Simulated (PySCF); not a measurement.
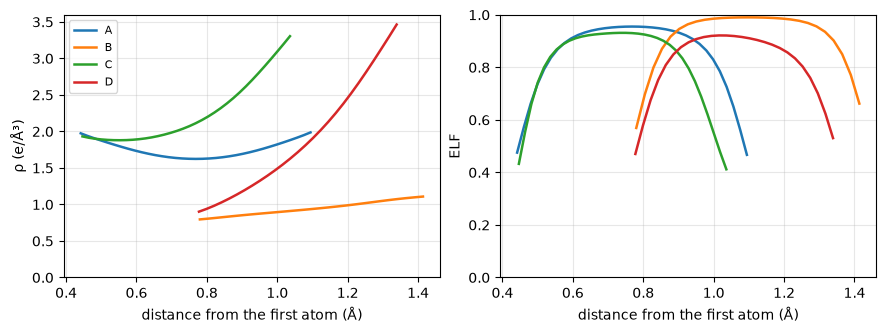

*C4H12BNSi (SMILES B[SiH2]NC1CCC1). Electron density and ELF along straight lines between neighbouring atoms. The curves leave out the atomic cores.*

Geometry: GFN2-xTB.

The calculation used B3LYP/def2-SVPD, SCF density, gas phase (PySCF).

```xyz
19

B     3.6741   -0.3261   -0.2886
Si    1.8601   -0.4812   -0.9873
N     0.7283   -0.2302    0.2937
C    -0.6893   -0.3203    0.1379
C    -1.4792    0.9734   -0.1747
C    -2.4679    0.6199    0.9462
C    -1.5208   -0.4901    1.4259
H     4.5750   -0.7005   -0.9328
H     3.9332    0.1470    0.7493
H     1.6126    0.4322   -2.1386
H     1.4694   -1.8030   -1.5198
H     0.9763    0.4142    1.0310
H    -0.8880   -1.1018   -0.5960
H    -0.8946    1.8674    0.0355
H    -1.8914    1.0485   -1.1780
H    -3.4121    0.2326    0.5694
H    -2.6744    1.4111    1.6642
H    -1.9658   -1.4700    1.5822
H    -0.9551   -0.2140    2.3145
```

Question: Which curve belongs to which contact (C–C, C–N, Si–B and Si–N)? The first atom named is at distance zero.

Answer: Curve A: C–C (1.54 Å): ρ at the midpoint is about 1.6 e/Å³; the ELF peaks at about 0.95 between the atoms: localised, covalent bonding. Curve B: Si–B (1.95 Å): ρ at the midpoint is about 0.88 e/Å³; the ELF peaks at about 1 between the atoms: localised, covalent bonding. Curve C: C–N (1.43 Å): ρ at the midpoint is about 2 e/Å³; the ELF peaks at about 0.95 between the atoms, as expected for a shared electron pair. Curve D: Si–N (1.73 Å): the density is about 1.1 e/Å³ at the midpoint; the ELF peaks at about 0.90 between the atoms: a polar covalent bond.
